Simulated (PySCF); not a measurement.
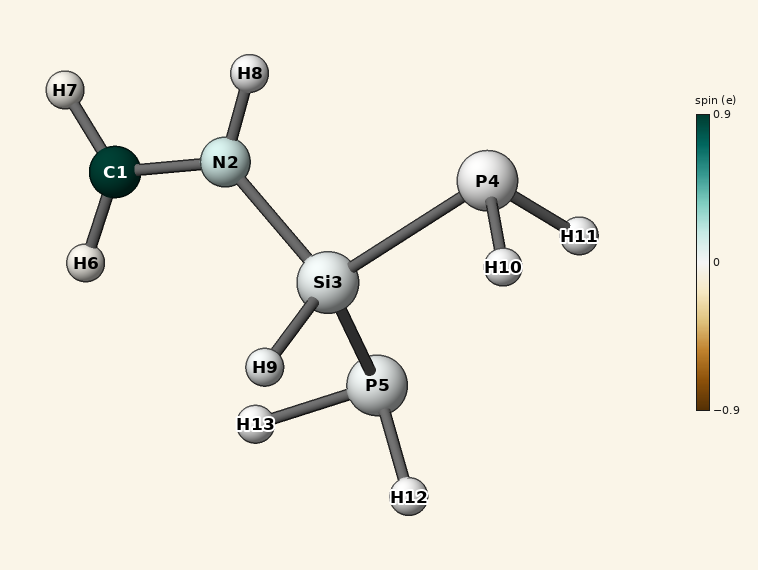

Atoms are coloured by their Mulliken spin populations. State: neutral, doublet. The computed structure is the end point of a GFN2-xTB optimisation. No frequency run is at hand to confirm it as a minimum. Level of theory: UKS B3LYP, pcH-1 on C H N P Si, non-relativistic (PySCF 2.14.0).

Give the Mulliken spin populations atom by atom.

```csv
atom,value (e)
C1,0.88
N2,0.13
Si3,0.03
P4,0.00
P5,0.02
H6,−0.04
H7,−0.04
H8,−0.01
H9,0.02
H10,0.00
H11,0.00
H12,0.00
H13,0.00
```

Mulliken values depend strongly on the basis set. The geometry is semi-empirical. Around P, Si such bond lengths and angles can be off by a tenth of an ångström or more and by several degrees, and values that hang on the shape move with them.
